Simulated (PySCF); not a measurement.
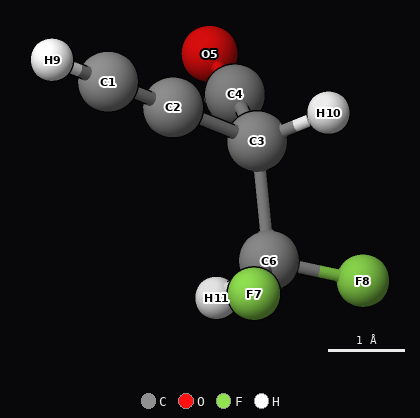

Fig. 1: The structure as given in the input (ball-and-stick view, seen at a tilt; atoms are numbered from 1 in the order of the input). Bond lengths as drawn: C–C 1.20 to 1.60 Å, C–F 1.32 to 1.33 Å, C–H 1.06 to 1.11 Å and C–O 1.12 Å.

# C5H3F2O: a changed input and its effect

System: C5H3F2O, charge +1.
Method of run 1: GIAO PBE0/pcSseg-1 NMR shielding, non-relativistic, gas phase (PySCF 2.14.0).

The geometry comes from this level: GFN2-xTB, NEB image 2 of 0 to 8. Text and figures count atoms from 1; the logs count them from 0 in places.

Input file, run 1:
```
{"job": {"kind": "nmr", "xc": "PBE0", "basis": "pcSseg-1", "pop": false}, "charge": 1, "multiplicity": 1}
C      0.698100     2.204000    -0.486000
C      0.552900     1.033000    -0.282000
C      0.380800    -0.388400     0.066800
C      0.631400    -1.005800    -1.154200
O      0.845100    -1.391900    -2.180200
C     -1.030200    -0.694700     0.753900
F     -1.284100     0.293300     1.598700
F     -0.899700    -1.827300     1.439300
H      0.827000     3.241300    -0.634700
H      1.140600    -0.673300     0.820300
H     -1.856500    -0.787700     0.032100
```

The first line tells a small driver script what to run in PySCF; the rest is the geometry in Å.

Command:
```bash
OMP_NUM_THREADS=1 python <driver script> task.json out
```

Hardware: 1 CPU thread, shared host.

Output (run 1):
```
coarse grid: 10552 points
cycle   1  E = -465.9775445504  dE =  1.913e+00  |g| = 1.052e+00  |ddm| = 3.221e+00
cycle   2  E = -465.1752874995  dE =  8.023e-01  |g| = 2.344e+00  |ddm| = 2.517e+00
cycle   3  E = -466.1876855791  dE = -1.012e+00  |g| = 3.211e-01  |ddm| = 1.586e+00
cycle   4  E = -466.2050992243  dE = -1.741e-02  |g| = 1.173e-01  |ddm| = 2.744e-01
cycle   5  E = -466.2074362389  dE = -2.337e-03  |g| = 2.237e-02  |ddm| = 7.101e-02
cycle   6  E = -466.2075179632  dE = -8.172e-05  |g| = 6.220e-03  |ddm| = 1.987e-02
cycle   7  E = -466.2075244309  dE = -6.468e-06  |g| = 3.029e-03  |ddm| = 6.265e-03
final grid: 106576 points
cycle   8  E = -466.2809066322  dE = -8.815e-07  |g| = 1.627e-02  |ddm| = 4.759e-02
cycle   9  E = -466.2807217515  dE =  1.849e-04  |g| = 3.572e-02  |ddm| = 2.587e-02
cycle  10  E = -466.2809557151  dE = -2.340e-04  |g| = 2.118e-03  |ddm| = 1.761e-02
cycle  11  E = -466.2809565732  dE = -8.582e-07  |g| = 7.799e-04  |ddm| = 1.718e-03
cycle  12  E = -466.2809567085  dE = -1.352e-07  |g| = 2.454e-04  |ddm| = 6.045e-04
cycle  13  E = -466.2809567214  dE = -1.295e-08  |g| = 6.720e-05  |ddm| = 1.969e-04
cycle  14  E = -466.2809567221  dE = -6.547e-10  |g| = 1.472e-05  |ddm| = 5.564e-05
converged SCF energy = -466.2809567221

GIAO shielding tensors (ppm)
atom      isotropic    diamagn.    paramagn.     s11        s22        s33       span
  0 C       77.105     253.493    -176.388     -8.345      8.050    231.609    239.954
  1 C      129.367     267.679    -138.312     39.713     59.987    288.401    248.689
  2 C      159.171     243.806     -84.635    142.376    160.538    174.599     32.224
  3 C       28.324     262.309    -233.984    -91.311    -81.812    258.096    349.407
  4 O      -39.166     394.756    -433.922   -222.740   -151.975    257.219    479.960
  5 C       68.685     234.893    -166.208     48.756     69.452     87.847     39.091
  6 F      277.562     468.538    -190.975    187.339    286.169    359.178    171.839
  7 F      267.221     467.210    -199.989    196.121    288.938    316.604    120.483
  8 H       27.851      31.591      -3.740     23.065     23.227     37.261     14.196
  9 H       25.812      24.463       1.349     22.512     24.357     30.566      8.054
 10 H       24.715      25.429      -0.714     22.935     23.294     27.916      4.981
```

The input of run 2 differs as follows (lines with − go, lines with + come):
```diff
-C      0.698100     2.204000    -0.486000
-C      0.552900     1.033000    -0.282000
-C      0.380800    -0.388400     0.066800
-C      0.631400    -1.005800    -1.154200
-O      0.845100    -1.391900    -2.180200
-C     -1.030200    -0.694700     0.753900
-F     -1.284100     0.293300     1.598700
-F     -0.899700    -1.827300     1.439300
-H      0.827000     3.241300    -0.634700
-H      1.140600    -0.673300     0.820300
-H     -1.856500    -0.787700     0.032100
+C      0.617300     2.212300    -0.619000
+C      0.534100     1.059300    -0.307200
+C      0.405700    -0.342400     0.123000
+C      0.707800    -1.052300    -1.036800
+O      0.956900    -1.529700    -2.013900
+C     -1.022300    -0.659600     0.760200
+F     -1.043000    -0.116700     1.967800
+F     -1.133500    -1.981800     0.880000
+H      0.694900     3.238000    -0.858400
+H      1.138300    -0.565100     0.923500
+H     -1.850900    -0.259400     0.154800
```

How does run 2 compare with run 1?

With the same method and basis, run 2 lies 2.4 kcal/mol lower. The HOMO goes from −13.81 to −13.87 eV. Of all shieldings, the largest change is that of F7, by −6.4 ppm. The number of SCF iterations is the same.

Output (run 2):
```
coarse grid: 10552 points
cycle   1  E = -465.9857496755  dE =  1.905e+00  |g| = 1.047e+00  |ddm| = 3.234e+00
cycle   2  E = -465.1984737610  dE =  7.873e-01  |g| = 2.328e+00  |ddm| = 2.406e+00
cycle   3  E = -466.1915058869  dE = -9.930e-01  |g| = 3.296e-01  |ddm| = 1.522e+00
cycle   4  E = -466.2101770213  dE = -1.867e-02  |g| = 1.100e-01  |ddm| = 2.669e-01
cycle   5  E = -466.2121808687  dE = -2.004e-03  |g| = 2.329e-02  |ddm| = 6.619e-02
cycle   6  E = -466.2122729423  dE = -9.207e-05  |g| = 5.926e-03  |ddm| = 2.117e-02
cycle   7  E = -466.2122788104  dE = -5.868e-06  |g| = 3.078e-03  |ddm| = 6.024e-03
final grid: 106576 points
cycle   8  E = -466.2848039064  dE =  4.843e-07  |g| = 1.645e-02  |ddm| = 4.052e-02
cycle   9  E = -466.2846155948  dE =  1.883e-04  |g| = 3.608e-02  |ddm| = 2.601e-02
cycle  10  E = -466.2848541803  dE = -2.386e-04  |g| = 2.128e-03  |ddm| = 1.769e-02
cycle  11  E = -466.2848550518  dE = -8.716e-07  |g| = 8.038e-04  |ddm| = 1.742e-03
cycle  12  E = -466.2848551975  dE = -1.456e-07  |g| = 2.332e-04  |ddm| = 6.091e-04
cycle  13  E = -466.2848552093  dE = -1.176e-08  |g| = 7.084e-05  |ddm| = 2.020e-04
cycle  14  E = -466.2848552100  dE = -7.376e-10  |g| = 1.499e-05  |ddm| = 6.414e-05
converged SCF energy = -466.2848552100

GIAO shielding tensors (ppm)
atom      isotropic    diamagn.    paramagn.     s11        s22        s33       span
  0 C       78.477     253.613    -175.136     -7.665      9.678    233.419    241.084
  1 C      129.208     266.388    -137.180     38.940     60.087    288.596    249.656
  2 C      158.743     244.825     -86.082    138.008    163.297    174.923     36.915
  3 C       30.005     262.598    -232.593    -88.632    -81.582    260.229    348.861
  4 O      -37.137     394.869    -432.006   -222.109   -160.734    271.432    493.541
  5 C       64.989     236.936    -171.947     50.467     67.378     77.123     26.656
  6 F      271.120     468.070    -196.950    195.506    285.414    332.441    136.935
  7 F      267.361     468.072    -200.710    185.506    296.026    320.552    135.046
  8 H       27.903      31.588      -3.684     23.149     23.199     37.362     14.213
  9 H       25.857      24.461       1.396     23.055     24.171     30.344      7.289
 10 H       24.635      25.627      -0.991     22.899     23.621     27.386      4.487
```

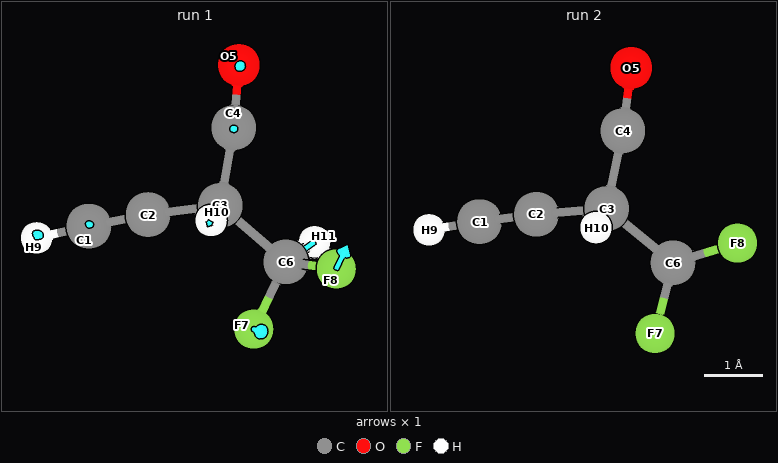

Fig. 2: The two input geometries at one scale (ball-and-stick view, seen at a tilt). The teal arrows on the first give the shifts of the atoms after the best rigid fit, at true length. The atom that moves furthest after the best rigid fit is F8 (0.63 Å). Largest moves by element: F 0.63 Å, H 0.55 Å, O 0.24 Å, C 0.15 Å.

The two runs side by side:

```csv
quantity,run 1,run 2
outcome,converged,converged
total energy (hartree),−466.280957,−466.284855
HOMO (eV),−13.81,−13.87
LUMO (eV),−8.46,−8.45
shielding of C1 (ppm),77.1,78.5
shielding of C2 (ppm),129.4,129.2
shielding of C3 (ppm),159.2,158.7
shielding of C4 (ppm),28.3,30.0
shielding of O5 (ppm),−39.2,−37.1
shielding of C6 (ppm),68.7,65.0
shielding of F7 (ppm),277.6,271.1
SCF iterations,14,14
basis functions,151,151
wall time (shared host),44 s,42 s
```
